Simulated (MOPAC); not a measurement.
**Run report: CH$_{6}$SSi, frequency calculation (part 2 of 3)**

CH$_{6}$SSi, SMILES [SiH3]CS; PM6-D3H4X, closed shell, dispersion D3H4X, COSMO solvent acetonitrile (MOPAC 23.2.5). The geometry was optimised with PM6-D3H4X.

Geometry of the input (Å):
```
Si -0.8875  0.1773  -0.6689
C  0.8712  -0.0175  -0.0569
S  0.7238  -1.1068  1.3746
H  -1.5076  -1.1459  -0.9268
H  -0.8512  0.9332  -1.9458
H  -1.6979  0.9524  0.3030
H  1.5343  -0.5150  -0.8138
H  1.3372  0.9691  0.2017
H  0.8741  -0.2471  2.4116
```

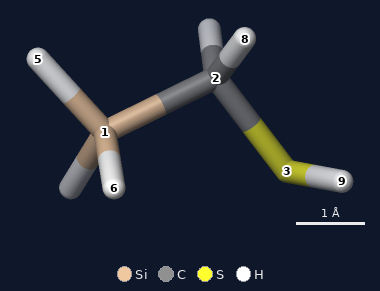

*The input geometry (stick view, seen at a tilt; atoms are numbered from 1 in the order of the input).*

What the program printed, continued
```
           1   -0.0005    0.0002    0.0001    0.0001   -0.0023
           2   -0.0242   -0.0040   -0.0000   -0.0002    0.0004
           3    0.0039   -0.0260   -0.0008   -0.0005    0.0001
           4    0.0002    0.0007   -0.0002   -0.0003   -0.0227
           5   -0.0002    0.0007   -0.0024   -0.0004    0.0288
           6   -0.0002   -0.0005   -0.0527   -0.0085   -0.0012
           7   -0.0002   -0.0008   -0.0007    0.0076   -0.0001
           8   -0.0000   -0.0003   -0.0002    0.0041    0.0016
           9   -0.0000   -0.0000    0.0017   -0.0239    0.0000
          10   -0.0704   -0.1698   -0.0008   -0.0037    0.0036
          11    0.0986    0.2578    0.0012    0.0064   -0.0019
          12    0.1534    0.3596    0.0006    0.0081   -0.0037
          13    0.1694    0.0062   -0.0002   -0.0003    0.0015
          14    0.5070    0.0193   -0.0000   -0.0024    0.0014
          15   -0.0573   -0.0113   -0.0008   -0.0010   -0.0002
          16   -0.0827    0.1599    0.0012   -0.0006    0.0030
          17    0.0731   -0.1607   -0.0012   -0.0006    0.0000
          18   -0.2029    0.3892    0.0009   -0.0016    0.0017
          19   -0.0010   -0.0003    0.1746    0.0290    0.1660
          20   -0.0020   -0.0010   -0.1955   -0.0331   -0.1861
          21    0.0005   -0.0024    0.3407    0.0567    0.4025
          22   -0.0007   -0.0011   -0.1734   -0.0253    0.1627
          23   -0.0020   -0.0049    0.2214    0.0390   -0.2166
          24   -0.0005   -0.0034    0.3269    0.0501   -0.3871
          25    0.0064    0.0155    0.0229   -0.2412    0.0007
          26    0.0011    0.0021    0.0110   -0.1310    0.0002
          27    0.0005   -0.0004   -0.0750    0.7621   -0.0024

           MASS-WEIGHTED COORDINATE ANALYSIS (NORMAL COORDINATES)

   Root No.       1         2         3         4         5         6         7         8

                 1 A       2 A       3 A       4 A       5 A       6 A       7 A       8 A

                -590.3     121.1     158.1     490.0     580.5     695.1     729.8     779.2

           1    0.0053   -0.3862    0.0844   -0.0015    0.1550   -0.0747   -0.4292   -0.2013
           2    0.0177   -0.4100    0.0930    0.0038    0.2668   -0.0051    0.1033   -0.0478
           3    0.0961    0.0103    0.0147    0.1087   -0.0142    0.2415   -0.0272   -0.0912
           4    0.0326   -0.2452    0.0553   -0.0045   -0.0711    0.0942    0.4915    0.3800
           5    0.0186    0.3050   -0.0746    0.0203    0.2248    0.0642   -0.4751    0.5266
           6   -0.1032   -0.0738   -0.2556    0.2050   -0.0042   -0.3535    0.0634    0.1540
           7   -0.1802    0.5578   -0.1266    0.0150   -0.0729    0.0081    0.0793   -0.0636
           8    0.0100    0.2327   -0.0629    0.0052   -0.2955   -0.1128    0.2220   -0.4024
           9   -0.0658    0.0399    0.1723   -0.0484    0.0042   -0.0212   -0.0189   -0.0349
          10   -0.0243   -0.1265    0.0317   -0.4159   -0.3382   -0.3942   -0.2276    0.1505
          11   -0.0893   -0.0186    0.4414   -0.0365   -0.1840   -0.0473   -0.0578    0.0498
          12    0.0294   -0.0608   -0.2927   -0.1512   -0.0160   -0.1064   -0.0150    0.0282
          13    0.0264    0.0699   -0.0089   -0.0163    0.6768   -0.0997    0.1666   -0.1764
          14   -0.0089   -0.1120    0.0860   -0.0173   -0.1678    0.0138   -0.0665    0.0431
          15   -0.0055    0.1209    0.5281   -0.1900    0.0074   -0.0758    0.0080    0.0229
          16   -0.0323   -0.1344    0.0123    0.4364   -0.2578    0.4314   -0.2521   -0.1455
          17    0.0193   -0.2193   -0.4455    0.0111   -0.1755    0.0383   -0.0525    0.0248
          18    0.0382   -0.0291   -0.1805   -0.1586    0.0289   -0.1235    0.0338    0.0364
          19    0.0334   -0.0837    0.0740    0.4014   -0.0979   -0.2356    0.2510    0.3206
          20   -0.0289    0.0522   -0.0823   -0.1424    0.0181    0.1998   -0.0544    0.2214
          21   -0.0586   -0.0282   -0.1347   -0.2364    0.0257    0.1439   -0.0203   -0.0161
          22   -0.0404   -0.0926   -0.0316   -0.4249   -0.0797    0.3077    0.1846   -0.0500
          23    0.0039    0.0799    0.0474    0.1116   -0.0347   -0.1349   -0.0591    0.0640
          24   -0.0523   -0.0320   -0.1395   -0.2416    0.0218    0.1586    0.0175    0.0102
          25    0.9134    0.1065    0.0002   -0.0420   -0.0648    0.0142   -0.0004    0.0101
          26   -0.1097    0.0168    0.0745   -0.0465    0.0261    0.3717    0.1332    0.3011
          27    0.2689    0.0044    0.0517   -0.0308   -0.0021    0.0683    0.0077    0.0648

   Root No.       9        10        11        12        13        14        15        16

                 9 A      10 A      11 A      12 A      13 A      14 A      15 A      16 A

                 826.4     899.6     919.1     927.0     967.3    1100.5    1271.8    2108.2

           1    0.1376    0.1623   -0.2699    0.0213   -0.0150    0.0768    0.0086   -0.1151
           2   -0.0025   -0.1765   -0.0705   -0.0357    0.0133    0.0456    0.0121    0.0135
           3   -0.0700    0.0367    0.0097   -0.2010   -0.0022   -0.0020   -0.0005   -0.0057
           4   -0.2926   -0.0521    0.0214   -0.0125    0.0474   -0.4735    0.1200    0.0020
           5   -0.2671   -0.0084   -0.0066    0.0010    0.0109   -0.1227   -0.2402   -0.0034
           6    0.1168   -0.0082   -0.0169    0.0305   -0.3061    0.0195    0.0035    0.0020
           7    0.0552   -0.0048   -0.0186    0.0068   -0.0103    0.0330    0.0041    0.0057
           8    0.0909    0.0060   -0.0197    0.0051    0.0638   -0.0742   -0.0341    0.0018
           9   -0.0597   -0.0019    0.0037    0.0016    0.1703   -0.0065    0.0040   -0.0002
          10    0.1571   -0.2908    0.3930   -0.1994   -0.0182   -0.0318   -0.0233    0.2155
          11   -0.0154    0.4303    0.3204   -0.3432   -0.0193   -0.0247   -0.0173   -0.3258
          12    0.0497   -0.4634   -0.0215    0.1219    0.0088    0.0118    0.0057   -0.4646
          13    0.0484   -0.0273    0.5708   -0.0152   -0.0183    0.0367   -0.0010    0.1508
          14   -0.0056   -0.0096   -0.2078    0.0903    0.0049    0.0001    0.0044    0.4613
          15    0.0099   -0.0636    0.0426    0.7538   -0.0214   -0.0070   -0.0000   -0.0526
          16   -0.0367   -0.3181    0.4108    0.1305   -0.0130   -0.0193   -0.0138    0.2174
          17   -0.0451    0.4744    0.3396    0.4219   -0.0292   -0.0282   -0.0144   -0.2119
          18   -0.0018    0.3441   -0.0477    0.0941   -0.0113   -0.0023    0.0017    0.5357
          19    0.1017    0.0014    0.0352    0.0379    0.2984    0.5217   -0.2198    0.0024
          20    0.1529    0.0307    0.0545    0.0027    0.5125    0.3108    0.5271    0.0044
          21    0.0662    0.0130    0.0036   -0.0098    0.0629   -0.0976    0.3750   -0.0056
          22   -0.3754   -0.0293    0.0193   -0.0402   -0.2209    0.5042   -0.2348    0.0028
          23   -0.3310   -0.0302    0.0153   -0.0075   -0.4952    0.3210    0.4815    0.0066
          24    0.0538    0.0049    0.0009   -0.0066    0.1294    0.0652   -0.4132    0.0073
          25    0.0772    0.0141    0.0270   -0.0213   -0.0545    0.0315    0.0098   -0.0206
          26    0.6666    0.0317   -0.0156   -0.0081   -0.4411    0.0223   -0.0236   -0.0041
          27    0.1250    0.0103    0.0078   -0.0065   -0.0605    0.0098   -0.0015    0.0037

   Root No.      17        18        19        20        21

                17 A      18 A      19 A      20 A      21 A

                2119.5    2121.4    2593.8    2621.5    2728.3

           1   -0.0045    0.0016    0.0005    0.0007   -0.0182
           2   -0.2023   -0.0317   -0.0003   -0.0011    0.0030
           3    0.0331   -0.2051   -0.0063   -0.0030    0.0007
           4    0.0008    0.0036   -0.0013   -0.0012   -0.1150
           5   -0.0008    0.0034   -0.0128   -0.0015    0.1458
           6   -0.0011   -0.0025   -0.2839   -0.0355   -0.0061
           7   -0.0022   -0.0064   -0.0064    0.0519   -0.0005
           8   -0.0002   -0.0022   -0.0021    0.0279    0.0129
           9   -0.0004   -0.0003    0.0154   -0.1625    0.0003
          10   -0.1117   -0.2537   -0.0013   -0.0045    0.0053
          11    0.1564    0.3854    0.0019    0.0078   -0.0028
          12    0.2434    0.5375    0.0009    0.0098   -0.0054
          13    0.2687    0.0092   -0.0003   -0.0003    0.0022
          14    0.8043    0.0288   -0.0001   -0.0029    0.0021
          15   -0.0909   -0.0169   -0.0013   -0.0012   -0.0003
          16   -0.1312    0.2390    0.0019   -0.0007    0.0044
          17    0.1159   -0.2402   -0.0019   -0.0007    0.0000
          18   -0.3220    0.5817    0.0014   -0.0019    0.0024
          19   -0.0016   -0.0005    0.2726    0.0350    0.2438
          20   -0.0032   -0.0015   -0.3052   -0.0399   -0.2733
          21    0.0008   -0.0036    0.5320    0.0683    0.5910
          22   -0.0011   -0.0016   -0.2708   -0.0306    0.2390
          23   -0.0031   -0.0073    0.3456    0.0470   -0.3180
          24   -0.0007   -0.0050    0.5103    0.0604   -0.5684
          25    0.0102    0.0232    0.0357   -0.2909    0.0010
          26    0.0017    0.0031    0.0171   -0.1580    0.0003
          27    0.0008   -0.0006   -0.1171    0.9191   -0.0035

          DESCRIPTION OF VIBRATIONS

 VIBRATION          1    1A          ATOM PAIR     ENERGY CONTRIBUTION    RADIAL
 FREQUENCY          -590.34         S 3 -- H 9        -121.3% (-97.3%)      0.0%
 TRANSITION DIPOLE   0.8339         Si1 -- C 2          -4.5% (-18.6%)      1.8%
 TRAVEL (Ang.)       0.3565         Si1 -- H 4          -3.7% (-16.9%)     57.3%
 REDUCED MASS        0.8986         C 2 -- H 7          -3.5% (-16.5%)     76.7%
 EFFECTIVE MASS      1.0099
 FORCE CONSTANT     -0.1845

 VIBRATION          2    2A          ATOM PAIR     ENERGY CONTRIBUTION    RADIAL
 FREQUENCY           121.12         Si1 -- C 2         +19.7% (329.0%)      3.7%
 TRANSITION DIPOLE   0.5851         Si1 -- S 3         +14.6% (282.5%)     99.7%
 TRAVEL (Ang.)       0.2733         C 2 -- S 3         +12.5% (261.5%)      2.4%
 REDUCED MASS        7.4514         C 2 -- H 8         +11.4% (249.5%)     23.8%
 EFFECTIVE MASS    151.7757         Si1 -- H 6         +10.8% (243.7%)      0.1%
 FORCE CONSTANT      0.0644         Si1 -- H 4         +10.3% (237.9%)      1.8%

 VIBRATION          3    3A          ATOM PAIR     ENERGY CONTRIBUTION    RADIAL
 FREQUENCY           158.06         Si1 -- H 5         +22.1% (243.1%)      3.1%
 TRANSITION DIPOLE   0.1112         Si1 -- H 4         +20.4% (233.5%)      0.4%
 TRAVEL (Ang.)       0.0000         Si1 -- H 6         +20.0% (231.3%)      0.0%
 REDUCED MASS        0.3700         C 2 -- S 3         +10.1% (164.3%)      0.5%
 EFFECTIVE MASS     28.5159
 FORCE CONSTANT      0.0054

 VIBRATION          4    4A          ATOM PAIR     ENERGY CONTRIBUTION    RADIAL
 FREQUENCY           489.98         C 2 -- H 8         +29.2% ( 96.6%)      5.9%
 TRANSITION DIPOLE   0.1841         C 2 -- H 7         +29.1% ( 96.5%)      5.1%
 TRAVEL (Ang.)       0.7674         Si1 -- H 6         +15.1% ( 69.5%)      2.4%
 REDUCED MASS        0.2337         Si1 -- H 4         +13.8% ( 66.5%)      2.2%
 EFFECTIVE MASS      2.3998
 FORCE CONSTANT      0.0331

 VIBRATION          5    5A          ATOM PAIR     ENERGY CONTRIBUTION    RADIAL
 FREQUENCY           580.47         Si1 -- H 5         +34.0% ( 87.3%)     13.6%
 TRANSITION DIPOLE   0.4877         Si1 -- H 4         +16.4% ( 60.7%)      1.0%
 TRAVEL (Ang.)       0.3722         Si1 -- H 6         +12.8% ( 53.5%)      0.5%
 REDUCED MASS        0.8386         C 2 -- S 3         +10.7% ( 49.0%)     94.1%
 EFFECTIVE MASS      7.2357
 FORCE CONSTANT      0.1665

 VIBRATION          6    6A          ATOM PAIR     ENERGY CONTRIBUTION    RADIAL
 FREQUENCY           695.08         C 2 -- H 7         +19.0% ( 62.2%)     13.7%
 TRANSITION DIPOLE   0.9058         C 2 -- H 8         +18.8% ( 61.9%)     14.7%
 TRAVEL (Ang.)       0.4529         Si1 -- H 6         +13.4% ( 52.4%)      6.0%
 REDUCED MASS        0.4729         Si1 -- C 2         +13.0% ( 51.6%)      7.4%
 EFFECTIVE MASS      4.6760         C 2 -- S 3         +10.4% ( 46.2%)     24.9%
 FORCE CONSTANT      0.1346         S 3 -- H 9         +10.4% ( 46.0%)      0.0%
                            Si1 -- H 4         +10.1% ( 45.3%)     13.5%

 VIBRATION          7    7A          ATOM PAIR     ENERGY CONTRIBUTION    RADIAL
 FREQUENCY           729.82         Si1 -- C 2         +29.0% ( 95.9%)     71.2%
 TRANSITION DIPOLE   0.7987         C 2 -- S 3         +22.5% ( 84.5%)     49.8%
 TRAVEL (Ang.)       0.1548         C 2 -- H 8         +15.4% ( 69.9%)     29.5%
 REDUCED MASS        3.8578         C 2 -- H 7         +14.4% ( 67.6%)     47.2%
 EFFECTIVE MASS     14.6646
 FORCE CONSTANT      1.2107

 VIBRATION          8    8A          ATOM PAIR     ENERGY CONTRIBUTION    RADIAL
 FREQUENCY           779.19         C 2 -- S 3         +26.4% ( 80.9%)     93.0%
 TRANSITION DIPOLE   0.8519         Si1 -- C 2         +21.6% ( 73.1%)     46.4%
 TRAVEL (Ang.)       0.1598         C 2 -- H 7         +20.0% ( 70.4%)      0.9%
 REDUCED MASS        3.3876         C 2 -- H 8         +16.4% ( 63.8%)      7.6%
 EFFECTIVE MASS     11.9398
 FORCE CONSTANT      1.2118

 VIBRATION          9    9A          ATOM PAIR     ENERGY CONTRIBUTION    RADIAL
 FREQUENCY           826.35         S 3 -- H 9         +30.4% ( 66.9%)      1.9%
 TRANSITION DIPOLE   0.4643         C 2 -- H 8         +24.0% ( 59.4%)     16.7%
 TRAVEL (Ang.)       0.3521         C 2 -- H 7         +16.3% ( 49.1%)      1.4%
 REDUCED MASS        0.6583         Si1 -- C 2         +13.0% ( 43.8%)     63.8%
 EFFECTIVE MASS      3.9339         C 2 -- S 3         +12.1% ( 42.2%)     66.7%
 FORCE CONSTANT      0.2649

 VIBRATION         10   10A          ATOM PAIR     ENERGY CONTRIBUTION    RADIAL
 FREQUENCY           899.61         Si1 -- H 4         +46.3% ( 59.4%)      1.4%
 TRANSITION DIPOLE   0.8013         Si1 -- H 6         +42.9% ( 57.2%)      2.2%
 TRAVEL (Ang.)       0.3749         Si1 -- C 2          +3.6% ( 16.6%)     60.3%
 REDUCED MASS        0.5332         Si1 -- H 5          +3.1% ( 15.5%)     16.2%
 EFFECTIVE MASS      1.9771
 FORCE CONSTANT      0.2543

 VIBRATION         11   11A          ATOM PAIR     ENERGY CONTRIBUTION    RADIAL
 FREQUENCY           919.06         Si1 -- H 5         +35.8% ( 54.0%)      2.3%
 TRANSITION DIPOLE   1.3798         Si1 -- H 6         +29.5% ( 49.0%)      0.4%
 TRAVEL (Ang.)       0.3999         Si1 -- H 4         +26.7% ( 46.6%)      0.4%
 REDUCED MASS        0.4587         Si1 -- C 2          +3.8% ( 17.6%)     94.6%
 EFFECTIVE MASS      2.2255
 FORCE CONSTANT      0.2283

 VIBRATION         12   12A          ATOM PAIR     ENERGY CONTRIBUTION    RADIAL
 FREQUENCY           927.01         Si1 -- H 5         +58.1% ( 64.1%)      0.0%
 TRANSITION DIPOLE   0.6654         Si1 -- H 6         +20.4% ( 38.0%)      6.1%
 TRAVEL (Ang.)       0.3990         Si1 -- H 4         +16.7% ( 34.4%)     10.3%
 REDUCED MASS        0.4568         Si1 -- C 2          +2.2% ( 12.3%)      2.0%
 EFFECTIVE MASS      1.6366
 FORCE CONSTANT      0.2313

 VIBRATION         13   13A          ATOM PAIR     ENERGY CONTRIBUTION    RADIAL
 FREQUENCY           967.26         C 2 -- H 7         +37.3% ( 67.9%)      7.8%
 TRANSITION DIPOLE   0.3949         C 2 -- H 8         +35.3% ( 66.0%)      7.4%
 TRAVEL (Ang.)       0.4115         S 3 -- H 9         +13.3% ( 40.5%)      5.5%
 REDUCED MASS        0.4118         C 2 -- S 3          +7.2% ( 29.8%)      0.6%
 EFFECTIVE MASS      2.4873
 FORCE CONSTANT      0.2270

 VIBRATION         14   14A          ATOM PAIR     ENERGY CONTRIBUTION    RADIAL
 FREQUENCY          1100.51         C 2 -- H 7         +39.7% ( 71.0%)      0.8%
 TRANSITION DIPOLE   1.3389         C 2 -- H 8         +38.0% ( 69.4%)      1.1%
 TRAVEL (Ang.)       0.2514         Si1 -- C 2         +11.4% ( 38.1%)     91.3%
 REDUCED MASS        0.9691         C 2 -- S 3          +9.9% ( 35.5%)     11.3%
 EFFECTIVE MASS      3.2714
 FORCE CONSTANT      0.6915

 VIBRATION         15   15A          ATOM PAIR     ENERGY CONTRIBUTION    RADIAL
 FREQUENCY          1271.79         C 2 -- H 7         +46.8% ( 59.8%)      2.6%
 TRANSITION DIPOLE   0.9226         C 2 -- H 8         +45.3% ( 58.8%)      3.0%
 TRAVEL (Ang.)       0.3278         Si1 -- C 2          +4.0% ( 17.4%)     16.3%
 REDUCED MASS        0.4933         C 2 -- S 3          +3.8% ( 17.0%)     52.5%
 EFFECTIVE MASS      1.5424
 FORCE CONSTANT      0.4701
```
